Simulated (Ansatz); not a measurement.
C3H11BGeO (SMILES B[O][Ge]([CH3])([CH3])[CH3])

The calculation's input:

```
crystal:
  periodic: [false, false, false]
  atoms:
    - {symbol: C, position_ang: [1.397806, -0.763078, -0.026762]}
    - {symbol: C, position_ang: [-0.718233, 1.313361, -1.379402]}
    - {symbol: C, position_ang: [-1.089865, -1.898584, -1.790327]}
    - {symbol: B, position_ang: [-2.290563, 0.204694, 1.485007]}
    - {symbol: Ge, position_ang: [-0.438305, -0.470932, -0.626442]}
    - {symbol: O, position_ang: [-1.437930, -0.644002, 0.900084]}
    - {symbol: H, position_ang: [-2.517011, 1.305642, 1.014088]}
    - {symbol: H, position_ang: [-2.842523, -0.147625, 2.507389]}
    - {symbol: H, position_ang: [1.473458, -1.730603, 0.491214]}
    - {symbol: H, position_ang: [2.087796, -0.766533, -0.884794]}
    - {symbol: H, position_ang: [1.704373, 0.032857, 0.668255]}
    - {symbol: H, position_ang: [-1.775652, 1.465274, -1.639919]}
    - {symbol: H, position_ang: [-0.110338, 1.424413, -2.290955]}
    - {symbol: H, position_ang: [-0.420177, 2.090074, -0.660228]}
    - {symbol: H, position_ang: [-1.015407, -2.866939, -1.273743]}
    - {symbol: H, position_ang: [-0.493590, -1.944506, -2.714812]}
    - {symbol: H, position_ang: [-2.142294, -1.722944, -2.058798]}
basis:
  gaussian:
    orbitals: def2-SVPD
output:
  forces: true
  orbitals: {seedname: orbitals}
hamiltonian:
  xc: pbe0
```

Command:

```sh
ansatz run input.yaml --threads 4 --pin off --max-ram 7830MiB --events-out events.jsonl --progress --plain --runs-dir runs
```

Geometry: B3LYP-D3(BJ)/def2-SVP.

All numbers below come from Ansatz 0.2.0, isolated molecule in a Gaussian basis; Kohn-Sham density functional theory, functional PBE0.

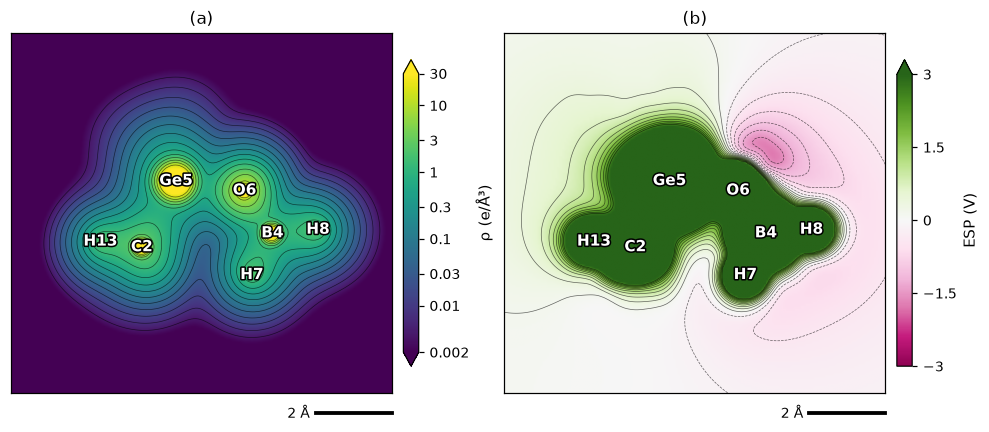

Figure 1. (a) total electron density; (b) electrostatic potential on the plane of atoms C2, Ge5 and O6.

Describe what can be read from this map.

- The section cuts through C, B, Ge, O and H sites.
- B–O (1.34 Å): ρ is about 2.2 e/Å³ halfway.
- Ge–O (1.83 Å): ρ at the midpoint is about 0.84 e/Å³.
- C–Ge (1.96 Å): ρ is about 0.88 e/Å³ halfway.
- C–H (1.10 Å): ρ at the midpoint is about 1.9 e/Å³.
- B–H (1.21 Å): ρ is about 1.2 e/Å³ halfway.
- Outside the dense part of the molecule the potential is most negative (−1.8 V) near O6.

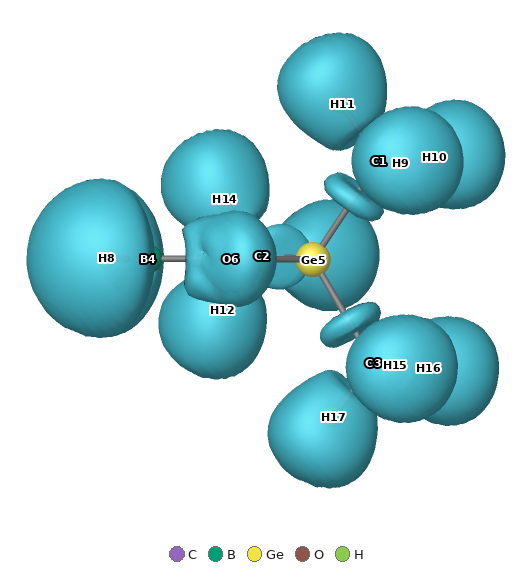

Figure 2. Isosurface of the ELF at 0.8 (cyan), seen across its widest extent. Only the valence region is drawn (cores and ρ < 0.01 e/Å³ removed).

Where are the electrons localised?

At this value the surface marks out eleven regions around hydrogen nuclei, three lobes of the valence shell of C pointing towards Ge (polar bonds) and one region on O in which the atom's valence shell and bonds are merged.


B–O (1.34 Å): the ELF peaks at about 0.90 between the atoms, as expected for a short, strongly polar bond. Ge–O (1.83 Å): the ELF peaks at about 0.85 in the valence shell of O, 0.6 Å from its nucleus, and is about 0.35 at the midpoint.

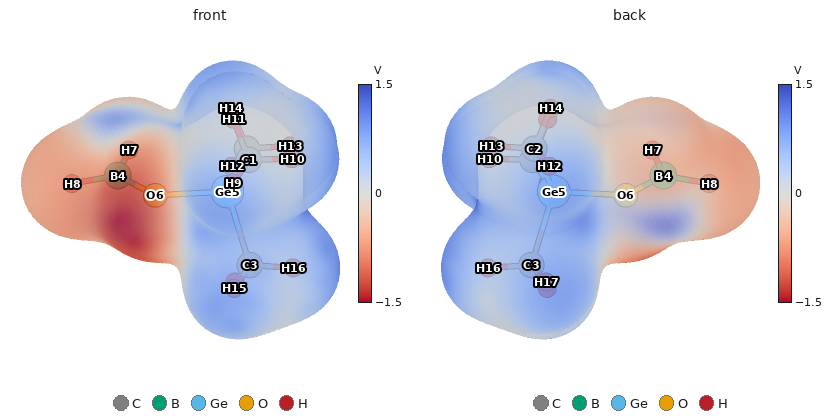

Figure 3. The electrostatic potential painted on the density surface at 0.002 e/bohr³, seen from the front and from behind; the colour scale runs from red (negative) to blue (positive).

Describe the electrostatic potential map.

The most negative region (about −1.4 V) lies over O6, the most positive (about +1.3 V) over Ge5. O6 is the likeliest acceptor of a hydrogen bond.

How polar is the molecule by this calculation?

Its dipole moment is 2.88 D.
